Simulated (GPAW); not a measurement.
# An In chain with CO on top of one atom: relaxation, then transmission at several levels

How well does an In chain with CO on top of one atom conduct once its atoms have relaxed, and how much do cheaper levels lose?

Calculated with GPAW 26.7.0; GPAW LCAO, PAW setups; relaxation of the junction within the symmetry of its start, lead ends held, in the first sound run; inputs show where later runs differ.

### Step 1. Set-up

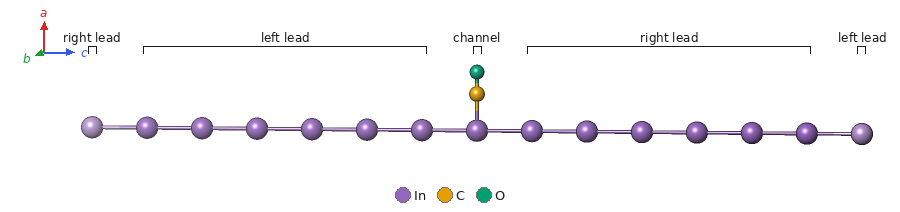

Start, viewed from the side, with the c axis across the page; indium purple, carbon orange, oxygen teal. Some periodic images of atoms are drawn too.

The cell holds 15 atoms: 13 In, 1 C and 1 O. Cell: a = 9.000 Å, b = 9.000 Å, c = 38.350 Å, α = 90.0°, β = 90.0°, γ = 90.0°. Regions: left lead, 6 atoms (6 In); channel, 3 atoms (1 In, 1 C and 1 O); right lead, 6 atoms (6 In). Vacuum lies along a and b. The structure is stacked along c, and the current runs across the ab planes.

### Step 2. Relaxation

Transmission follows bond lengths closely, so the atoms between the held lead ends are relaxed first, within whatever symmetry the start has.

run.py reads:

```python
import json
from ase import Atoms
from ase.constraints import FixAtoms
from ase.optimize import BFGS
from gpaw import GPAW, FermiDirac

device = Atoms(
    ['In', 'In', 'In', 'In', 'In', 'In', 'In', 'C', 'O', 'In', 'In', 'In', 'In', 'In', 'In'],
    positions=[
        [4.50000, 4.50000, 1.47500],
        [4.50000, 4.50000, 4.42500],
        [4.50000, 4.50000, 7.37500],
        [4.50000, 4.50000, 10.32500],
        [4.50000, 4.50000, 13.27500],
        [4.50000, 4.50000, 16.22500],
        [4.50000, 4.50000, 19.17500],
        [6.44570, 4.50000, 19.17500],
        [7.60570, 4.50000, 19.17500],
        [4.50000, 4.50000, 22.12500],
        [4.50000, 4.50000, 25.07500],
        [4.50000, 4.50000, 28.02500],
        [4.50000, 4.50000, 30.97500],
        [4.50000, 4.50000, 33.92500],
        [4.50000, 4.50000, 36.87500]],
    cell=[[9.0, 0.0, 0.0], [0.0, 9.0, 0.0], [0.0, 0.0, 38.35]],
    pbc=True)

device.set_constraint(FixAtoms([0, 1, 2, 3, 4, 10, 11, 12, 13, 14]))
device.calc = GPAW(mode='lcao', basis='dzp', xc='PBE', h=0.18,
                   kpts={'size': (1, 1, 2), 'gamma': True},
                   symmetry={'tolerance': 1e-3, 'extra_ids': [1, 1, 1, 1, 1, 0, 0, 0, 0, 0, 1, 1, 1, 1, 1]},
                   occupations=FermiDirac(0.1), maxiter=250,
                   mixer=dict(beta=0.1, nmaxold=8, weight=100.0),
                   convergence=dict(density=0.0001), txt='relax.txt')
path = []
opt = BFGS(device, maxstep=0.15)
opt.attach(lambda: path.append((device.get_potential_energy(), device.positions.tolist(), device.get_forces().tolist())))
relaxed = bool(opt.run(fmax=0.05, steps=50))
json.dump(dict(relaxed=relaxed, path=path, positions=device.positions.tolist(), moments=device.get_magnetic_moments().tolist(),
               forces=device.get_forces(apply_constraint=False).tolist()), open('result.json', 'w'))
```

Run with:

```bash
> OMP_NUM_THREADS=1 OPENBLAS_NUM_THREADS=1 python run.py
```

The program printed:

```text
Step          Energy          fmax
BFGS:    0      -29.690266        4.485434
BFGS:    1      -30.034851        2.762396
BFGS:    2      -30.311950        1.322114
BFGS:    3      -30.371928        2.229044
BFGS:    4      -30.416940        0.178008
BFGS:    5      -30.419819        0.190418
BFGS:    6      -30.423484        0.199505
BFGS:    7      -30.428924        0.311081
BFGS:    8      -30.445174        0.721020
BFGS:    9      -30.456407        0.622859
BFGS:   10      -30.514857        1.234943
BFGS:   11      -30.567163        1.134285
BFGS:   12      -30.606943        0.564139
BFGS:   13      -30.613135        0.280352
BFGS:   14      -30.618720        0.247380
BFGS:   15      -30.621398        0.176464
[...]
BFGS:   22      -30.637805        0.067064
BFGS:   23      -30.630540        0.700087
BFGS:   24      -30.638091        0.159769
BFGS:   25      -30.638397        0.132648
BFGS:   26      -30.549665        1.553671
BFGS:   27      -30.638348        0.123802
BFGS:   28      -30.638961        0.060641
BFGS:   29      -30.639151        0.033075
```

Wall time 22 min (1 thread of Arm Neoverse V2, shared host); peak memory 1.7 GiB.

Relaxation path (22 of 30):

```
step  energy less that of the first step (eV)  largest force (eV/Å)
   1                                   0.0000                4.4854
   2                                  -0.3410                2.7624
   4                                  -0.6703                2.2290
   5                                  -0.7137                0.1780
   7                                  -0.7194                0.1995
   8                                  -0.7247                0.3111
   9                                  -0.7438                0.7210
  11                                  -0.8247                1.2349
  12                                  -0.8824                1.1343
  13                                  -0.9301                0.5641
  15                                  -0.9440                0.2474
  16                                  -0.9473                0.1765
  18                                  -0.9487                0.5653
  19                                  -0.9522                0.4904
  20                                  -0.9572                0.2160
  22                                  -0.9646                0.1046
  23                                  -0.9646                0.0671
  24                                  -0.9569                0.7001
  26                                  -0.9653                0.1326
  27                                  -0.8729                1.5537
  29                                  -0.9658                0.0606
  30                                  -0.9661                0.0331
```

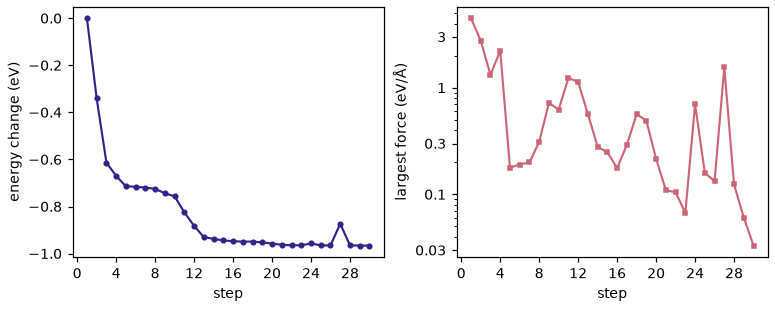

Energy and largest force along the relaxation.

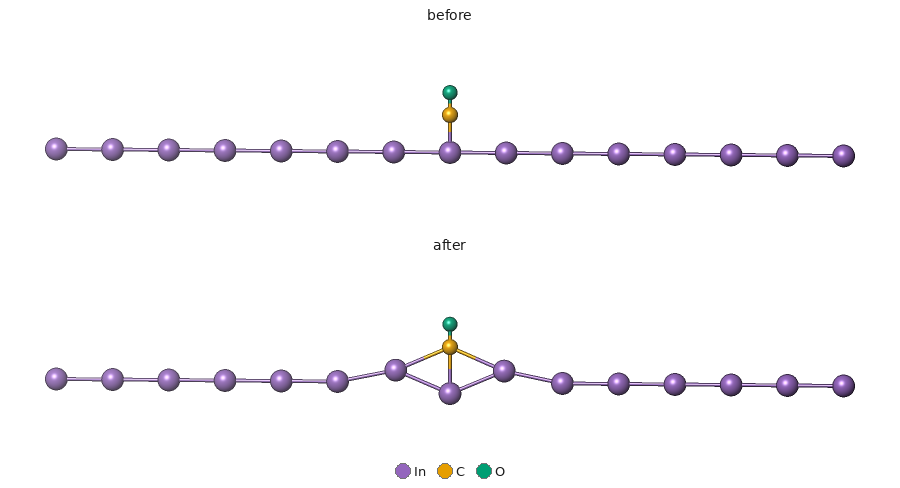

Before and after, at one scale.

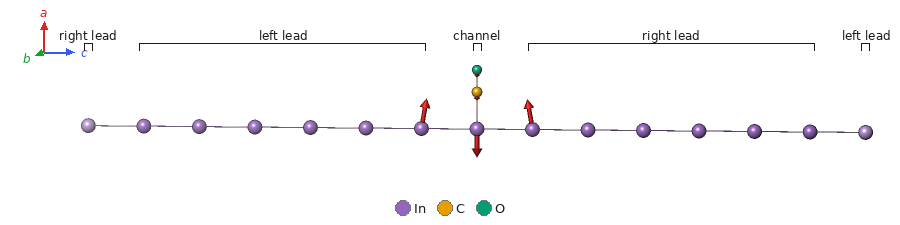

Displacements in the relaxation, exaggerated; the longest in the cell stands for 0.63 Å. Some periodic images of atoms are drawn too.

The atoms that moved most (Å):

```
atom      dx     dy      dz  length
In10   0.616  0.000  -0.106   0.625
 In6   0.616  0.000   0.106   0.625
 In7  -0.575  0.000   0.000   0.575
  C8  -0.111  0.000   0.000   0.111
  O9  -0.087  0.000   0.000   0.087
```

The relaxed structure:

```cif
data_structure
_symmetry_space_group_name_H-M 'P 1'
_symmetry_Int_Tables_number 1
_cell_length_a 9.0000
_cell_length_b 9.0000
_cell_length_c 38.3500
_cell_angle_alpha 90.000
_cell_angle_beta 90.000
_cell_angle_gamma 90.000
_cell_volume 3106.35
loop_
_atom_site_label
_atom_site_type_symbol
_atom_site_fract_x
_atom_site_fract_y
_atom_site_fract_z
_atom_site_occupancy
In1 In 0.50000 0.50000 0.03846 1
In2 In 0.50000 0.50000 0.11538 1
In3 In 0.50000 0.50000 0.19231 1
In4 In 0.50000 0.50000 0.26923 1
In5 In 0.50000 0.50000 0.34615 1
In6 In 0.56845 0.50000 0.42584 1
In7 In 0.43608 0.50000 0.50000 1
C8 C 0.70388 0.50000 0.50000 1
O9 O 0.83536 0.50000 0.50000 1
In10 In 0.56845 0.50000 0.57416 1
In11 In 0.50000 0.50000 0.65385 1
In12 In 0.50000 0.50000 0.73077 1
In13 In 0.50000 0.50000 0.80769 1
In14 In 0.50000 0.50000 0.88462 1
In15 In 0.50000 0.50000 0.96154 1
```

The relaxation lowered the energy of the cell by 0.966 eV (energies extrapolated to zero smearing; the optimiser's log prints free energies). The largest force left on a free atom is 0.033 eV/Å.

### Step 3. GPAW, dzp

Localised orbitals split the wire into layers that couple to their neighbours alone, which is what the Green's function method needs; double zeta with polarisation is the usual level for numbers.

This step: GPAW LCAO, PAW setups; Landauer transmission from Green's functions with principal layers (ASE), zero bias (GPAW 26.7.0).

run.py reads:

```python
import json
import numpy as np
from ase import Atoms
from ase.transport.calculators import TransportCalculator
from gpaw import GPAW, FermiDirac
from gpaw.lcao.tools import get_lcao_hamiltonian
from scipy.linalg import eigh

# The junction with lead layers at both ends, along the third cell vector
device = Atoms(
    ['In', 'In', 'In', 'In', 'In', 'In', 'In', 'C', 'O', 'In', 'In', 'In', 'In', 'In', 'In'],
    positions=[
        [4.50000, 4.50000, 1.47500],
        [4.50000, 4.50000, 4.42500],
        [4.50000, 4.50000, 7.37500],
        [4.50000, 4.50000, 10.32500],
        [4.50000, 4.50000, 13.27500],
        [5.11608, 4.50000, 16.33104],
        [3.92471, 4.50000, 19.17500],
        [6.33496, 4.50000, 19.17500],
        [7.51822, 4.50000, 19.17500],
        [5.11608, 4.50000, 22.01896],
        [4.50000, 4.50000, 25.07500],
        [4.50000, 4.50000, 28.02500],
        [4.50000, 4.50000, 30.97500],
        [4.50000, 4.50000, 33.92500],
        [4.50000, 4.50000, 36.87500]],
    cell=[[9.0, 0.0, 0.0], [0.0, 9.0, 0.0], [0.0, 0.0, 38.35]],
    pbc=True)

# One principal layer of the lead: the first 3 atoms of the device
lead = Atoms(
    ['In', 'In', 'In'],
    positions=[
        [4.50000, 4.50000, 1.47500],
        [4.50000, 4.50000, 4.42500],
        [4.50000, 4.50000, 7.37500]],
    cell=[[9.0, 0.0, 0.0], [0.0, 9.0, 0.0], [0.0, 0.0, 8.85]],
    pbc=True)

settings = dict(mode='lcao', basis='dzp', xc='PBE', h=0.18,
                occupations=FermiDirac(0.1), maxiter=250,
                mixer=dict(beta=0.1, nmaxold=8, weight=100.0),
                convergence=dict(density=0.0001))
energies = np.arange(-2, 2 + 1e-9, 0.025)
eta = 0.0001
n1, n2 = 1, 1
# k and -k transmit alike, so half of the mesh across the current serves
mesh = [(i, j) for i in range(n1) for j in range(n2) if (i, j) <= (-i % n1, -j % n2)]
weights = np.array([1 if (i, j) == (-i % n1, -j % n2) else 2 for i, j in mesh]) / (n1 * n2)


def ground_state(atoms, size, txt):
    atoms.calc = GPAW(kpts={'size': size, 'gamma': True}, symmetry={'tolerance': 1e-3}, txt=txt, **settings)
    atoms.get_potential_energy()
    return atoms.calc.get_fermi_level()


def blocks(atoms, fermi, points, nz, cells):
    """H - E_F S and S between cell 0 and the cells above it, at each point across the current."""
    kz = np.arange(nz) / nz
    calc = atoms.calc.fixed_density(kpts=[(*k, z) for k in points for z in kz], symmetry='off', txt=None)
    H, S = get_lcao_hamiltonian(calc)
    H = (H - fermi * S).reshape(len(H), len(points), nz, *S.shape[1:])
    S = S.reshape(H.shape[1:])
    phases = [np.exp(-2j * np.pi * kz * R) / nz for R in cells]
    return [(np.einsum('skzij,z->ksij', H, p), np.einsum('kzij,z->kij', S, p)) for p in phases]


def pair(a, b):
    return np.block([[a, b], [b.T.conj(), a]])


def count_channels(h, s, cells, nk=240):
    """Half the number of times that the lead's bands cross each energy, unfolded to its shortest repeat."""
    b = len(h) // cells
    bands = []
    for k in (np.arange(nk + 1) + 0.5) / nk:
        hk, sk = h[:b, :b].copy(), s[:b, :b].copy()
        for R in range(1, cells):
            phase, block = np.exp(2j * np.pi * k * R), slice(R * b, (R + 1) * b)
            hk += h[:b, block] * phase + (h[:b, block] * phase).T.conj()
            sk += s[:b, block] * phase + (s[:b, block] * phase).T.conj()
        w, u = eigh(sk)
        x = u[:, w > 1e-5] / w[w > 1e-5]**0.5  # drop near-dependent combinations
        bands.append(np.r_[eigh(x.T.conj() @ hk @ x, eigvals_only=True), [1e9] * (w <= 1e-5).sum()])
    below = np.array(bands)[:, :, None] < energies
    return (below[1:] != below[:-1]).sum((0, 1)) / 2


fermi_lead = ground_state(lead, (1, 1, 13), 'lead.txt')
fermi_device = ground_state(device, (1, 1, 2), 'device.txt')
T, channels, eigen, tail, misfit, shifts = [], [], [], 0.0, 0.0, []
for first in range(0, len(mesh), 493):
    points = [(i / n1, j / n2) for i, j in mesh[first:first + 493]]
    (H0k, S0k), (H1k, S1k), (H2k, _) = blocks(lead, fermi_lead, points, 5, range(3))
    [(Hk, Sk)] = blocks(device, fermi_device, points, 2, [0])
    tail = max(tail, abs(H2k).max())
    for H0, S0, H1, S1, H, S in zip(H0k, S0k, H1k, S1k, Hk, Sk):
        n = len(S0)
        # Shift the lead onto the potential of the device's first layer
        shift = ((H[:, 0, 0] - H0[:, 0, 0]) / S0[0, 0]).real.mean()
        shifts.append(shift)
        misfit = max(misfit, abs(H[:, :n, :n] - H0 - shift * S0).max())
        Tk, Ck, Ek = [], [], []
        for s in range(len(H)):
            t = s % len(H0)  # a lead without moments serves both spins
            h1, s1 = pair(H0[t] + shift * S0, H1[t] + shift * S1), pair(S0, S1)
            leads = dict(h1=h1, s1=s1, energies=energies, eta=eta, eta1=eta, eta2=eta)
            calc = TransportCalculator(h=H[s], s=S, eigenchannels=3, **leads)
            Tk.append(calc.get_transmission())
            Ek.append(np.sort(calc.eigenchannels_ne, axis=0)[::-1])
            Ck.append(count_channels(h1, s1, 6))
        T.append(Tk)
        channels.append(Ck)
        eigen.append(Ek)
T, channels = np.array(T), np.array(channels)
mean, open_channels = np.einsum('kse,k->se', T, weights), np.einsum('kse,k->se', channels, weights)

print(f'basis functions: device {len(S)}, principal layer {n}')
print(f'Fermi level: lead {fermi_lead:.4f} eV, device {fermi_device:.4f} eV; lead shifted by {np.mean(shifts):.4f} eV')
print(f'largest coupling past the next layer {tail:.2e} eV, largest misfit of the first layer {misfit:.3f} eV')
print('  E-E_F (eV)   ' + 'T (one spin)  channels')
for e, t, c in zip(energies, mean.T, open_channels.T):
    print(f'{e:10.3f}  ', *[f'{x:11.4e}' for x in t], *[f'{x:9.4f}' for x in c])

kT = 8.617333e-5 * 300
fine = np.linspace(energies[0], energies[-1], 4001)
both = np.exp(np.interp(fine, energies, np.log(np.maximum(mean.sum(0) * 2 / len(mean), 1e-30))))
fermi = lambda mu: 1 / (1 + np.exp(np.clip((fine - mu) / kT, -200, 200)))
slope = fermi(0) * (1 - fermi(0)) / kT
G = np.trapezoid(both * slope, fine) / 2
seebeck = -np.trapezoid(both * slope * fine, fine) / (2 * G * 300) * 1e6
print(f'conductance at 300 K: {G:.5g} G0 a cell; thermopower {seebeck:.4g} uV/K')
bias = [0.1, 0.2, 0.5, 1.0, 1.5, 2.0]
current = [38.74 * np.trapezoid(both * (fermi(V / 2) - fermi(-V / 2)), fine) for V in bias]
for V, I in zip(bias, current):
    print(f'current from the zero-bias T(E) at {V} V: {I:.5g} uA')
zero = abs(energies).argmin()
json.dump(dict(energies=energies.tolist(), T=mean.tolist(), channels=open_channels.tolist(), G=G, seebeck=seebeck,
               bias=bias, current=current, tail=tail, misfit=misfit, shift=np.mean(shifts), n_device=len(S), n_lead=n,
               fermi=[fermi_lead, fermi_device], energy=device.get_potential_energy(),
               moments=device.get_magnetic_moments().tolist(), mesh=mesh, weights=weights.tolist(),
               T_k=T[:, :, zero].tolist(), eigen=np.array(eigen[0]).tolist()), open('result.json', 'w'))
```

The program printed:

```text
basis functions: device 325, principal layer 69
Fermi level: lead -2.2014 eV, device -2.1415 eV; lead shifted by 0.0014 eV
largest coupling past the next layer 1.88e-06 eV, largest misfit of the first layer 0.032 eV
  E-E_F (eV)   T (one spin)  channels
    -2.000    9.2795e-02    1.0000
    -1.975    2.5732e-02    1.0000
    -1.950    1.1994e-07    0.0000
    -1.925    2.4186e-08    0.0000
    -1.900    9.8384e-09    0.0000
    -1.875    5.2681e-09    0.0000
    -1.850    3.3002e-09    0.0000
    -1.825    2.2983e-09    0.0000
    -1.800    1.7317e-09    0.0000
    -1.775    1.3891e-09    0.0000
    -1.750    1.1741e-09    0.0000
    -1.725    1.0385e-09    0.0000
    -1.700    9.5667e-10    0.0000
    -1.675    9.1492e-10    0.0000
    -1.650    9.0649e-10    0.0000
    -1.625    9.2936e-10    0.0000
[...]
1.825    2.6976e+00    3.0000
     1.850    2.6640e+00    3.0000
     1.875    2.6264e+00    3.0000
     1.900    2.5845e+00    3.0000
     1.925    2.5378e+00    3.0000
     1.950    2.4863e+00    3.0000
     1.975    2.4296e+00    3.0000
     2.000    2.3678e+00    3.0000
conductance at 300 K: 1.6848 G0 a cell; thermopower -3.891 uV/K
current from the zero-bias T(E) at 0.1 V: 13.009 uA
current from the zero-bias T(E) at 0.2 V: 25.717 uA
current from the zero-bias T(E) at 0.5 V: 59.103 uA
current from the zero-bias T(E) at 1.0 V: 113.46 uA
current from the zero-bias T(E) at 1.5 V: 173.73 uA
current from the zero-bias T(E) at 2.0 V: 240.38 uA
```

Elapsed: 92 s, on 1 thread; peak memory 1.9 GiB.

This step gave:

| Property | Result |
| --- | --- |
| conductance | 1.685 G₀ |
| largest coupling past the next principal layer | 1.88e-6 eV |
| largest misfit of the first principal layer | 0.03170 eV |
| shift that aligns the lead | 0.001442 eV |
| basis functions of the junction | 325 |
| basis functions of a principal layer | 69 |
| transmission at the Fermi level (one spin) | 1.699 |
| open channels of the lead at the Fermi level (one spin) | 3 |

One spin. The transmission, zone mean by energy, zero at the Fermi level:

```
energy (eV)  transmission, zone mean
    -2.0000                   0.0928
    -1.7500                   1.2e-9
    -1.5000                   1.8e-9
    -1.2500                    0.523
    -1.0000                    0.811
    -0.7500                    0.870
    -0.5000                    0.942
    -0.2500                    0.995
     0.0000                     1.70
     0.2500                     1.73
     0.5000                     1.98
     0.7500                     2.43
     1.0000                     2.74
     1.2500                     2.86
     1.4250                     2.89
     1.5000                     2.89
     1.7500                     2.78
     2.0000                     2.37
```

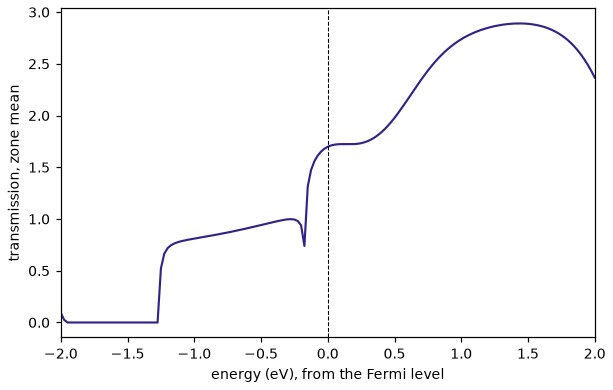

Transmission, zone mean, plotted against energy.

Crossings of the lead's bands, unfolded to its shortest repeat. Table of open channels, zone mean by energy, zero at the Fermi level:

```
energy (eV)  open channels, zone mean
     -2.000                         1
     -1.800                         0
     -1.600                         0
     -1.400                         0
     -1.200                         1
     -1.000                         1
     -0.800                         1
     -0.600                         1
     -0.400                         1
     -0.200                         1
      0.000                         3
      0.200                         3
      0.400                         3
      0.600                         3
      0.800                         3
      1.000                         3
      1.200                         3
      1.400                         3
      1.600                         3
      1.800                         3
      2.000                         3
```

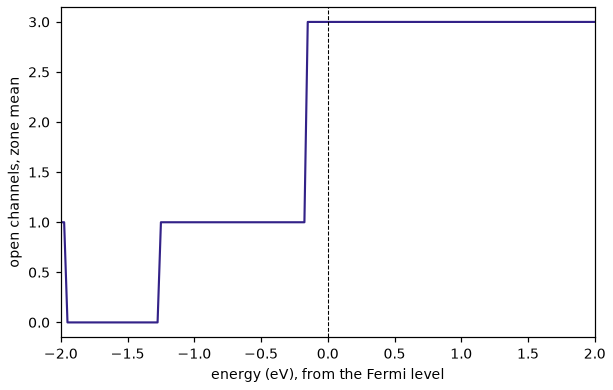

Open channels, zone mean against energy.

Not self-consistent under bias; the bias window is split evenly. Table of current through one cell, from the zero-bias transmission by bias:

```
bias (V)  current through one cell, from the zero-bias transmission (μA)
   0.100                                                            13.0
   0.200                                                            25.7
   0.500                                                            59.1
   1.000                                                             113
   1.500                                                             174
   2.000                                                             240
```

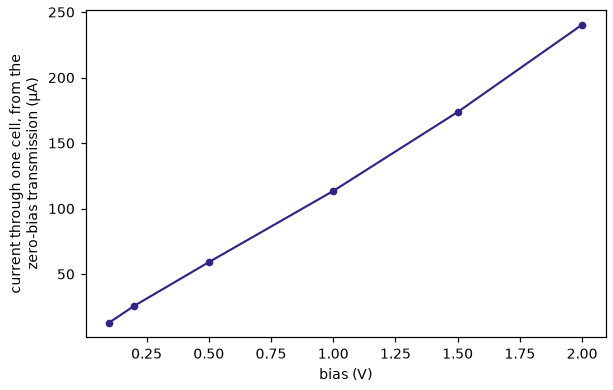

Current through one cell, from the zero-bias transmission against bias.

Table of transmission of the three most open eigenchannels by energy, zero at the Fermi level:

```
energy (eV)  channel 1  channel 2  channel 3
     -2.000     0.0928          0          0
     -1.500     1.8e-9          0          0
     -1.000      0.811          0          0
     -0.500      0.942          0          0
      0.000      0.882      0.746     0.0710
      0.500      0.895      0.634      0.449
      1.000      0.962      0.901      0.875
      1.500      0.997      0.956      0.934
      2.000      0.919      0.872      0.577
```

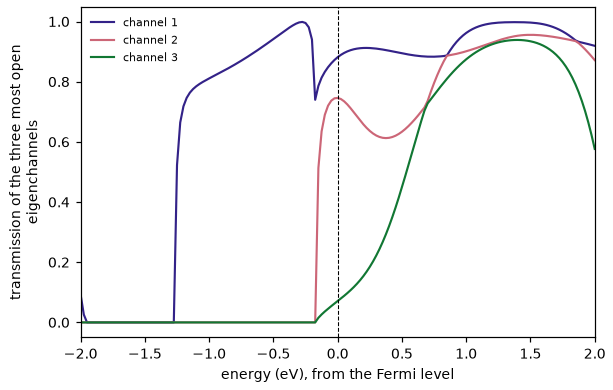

Transmission of the three most open eigenchannels against energy.

Couplings past the next layer reach 1.9e-6 eV, small enough to drop; the matrix elements of the cell's first layer differ from the bulk lead's by up to 0.032 eV. That layer keeps its own values in the calculation, and only beyond it is the lead taken as perfect. The Fermi levels of lead and junction count from different zeros of potential, one for each periodic cell; with both set to zero, the small remaining shift is what aligns them. By hand: G = 1.685 × 77.48 μS = 131 μS, a resistance of 7.66 kΩ; at 0.1 V a linear junction would pass 13.1 μA, and the integral over the bias window gives 13.0 μA.

[end of part 1 of 3]

[Logs are printed without paths, hosts, clocks, repeated set-up lines and the standing remarks that a program may print on its own settings, such as how far it seeks lower states.]

[Hosts, paths, dates, database ids (printed as entryN), source tags and the programs' standing remarks are cut or masked in the printed files.]
